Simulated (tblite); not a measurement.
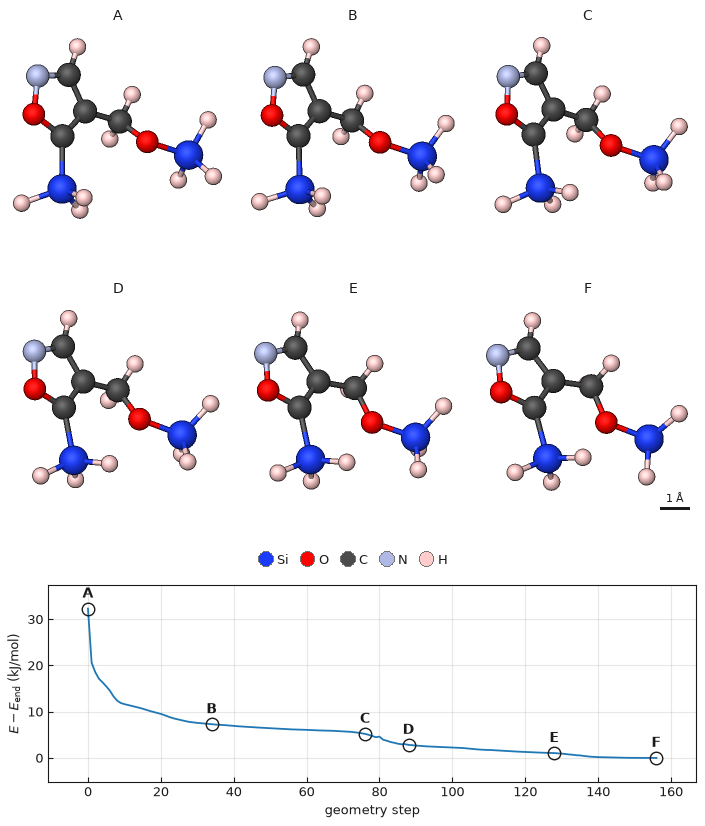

Frames of a relaxation of C₄H₉NO₂Si₂, marked on the history of the run. A ball-and-stick model, seen at a tilt.

All numbers below come from GFN2-xTB geometry optimisation, gas phase (tblite 0.8.0). 

**Describe the path.**

The energy falls by 32.3 kJ/mol in 156 geometry steps. The largest move after the best rigid fit is that of an H atom, 1.61 Å. By element the largest moves are H 1.61 Å, O 0.57 Å, Si 0.56 Å, N 0.53 Å, C 0.43 Å. Among the contacts that change: O–Si 1.677 → 1.627 Å, C–O 1.376 → 1.341 Å, H–Si 1.482 → 1.452 Å, C–N 1.332 → 1.304 Å. Bond angles that change, for instance: O–Si–H 109.6° → 99.1°, Si–O–C 118.0° → 126.7°, C–Si–H 110.7° → 105.2°. Groups turn about C–C by about 50°, C–Si by about 30°. The run took 1.3 s on 1 thread of Arm Neoverse V1 (shared host). From step 0 to 34: an H atom moves most (0.51 Å), energy −25.0 kJ/mol. From step 34 to 76: an H atom moves most (0.52 Å), energy −2.08 kJ/mol. From step 76 to 88: an H atom moves most (0.44 Å), energy −2.40 kJ/mol. From step 88 to 128: H atoms move most (0.40 Å), energy −1.76 kJ/mol. From step 128 to 156: an H atom moves most (0.49 Å), energy −1.05 kJ/mol.

| step | E − E(0), kJ/mol |
| --- | --- |
| 0 | 0.00 |
| 1 | -11.69 |
| 2 | -13.73 |
| 3 | -15.15 |
| 4 | -15.94 |
| 5 | -16.79 |
| 6 | -17.73 |
| 7 | -18.97 |
| 8 | -19.90 |
| 9 | -20.41 |
| 10 | -20.65 |
| 18 | -22.35 |
| 25 | -24.01 |
| 33 | -24.93 |
| 41 | -25.43 |
| 48 | -25.77 |
| 56 | -26.12 |
| 64 | -26.35 |
| 71 | -26.58 |
| 79 | -27.81 |
| 87 | -29.31 |
| 95 | -29.86 |
| 102 | -30.11 |
| 110 | -30.57 |
| 118 | -30.93 |
| 125 | -31.16 |
| 133 | -31.60 |
| 141 | -32.13 |
| 148 | -32.26 |
| 156 | -32.29 |
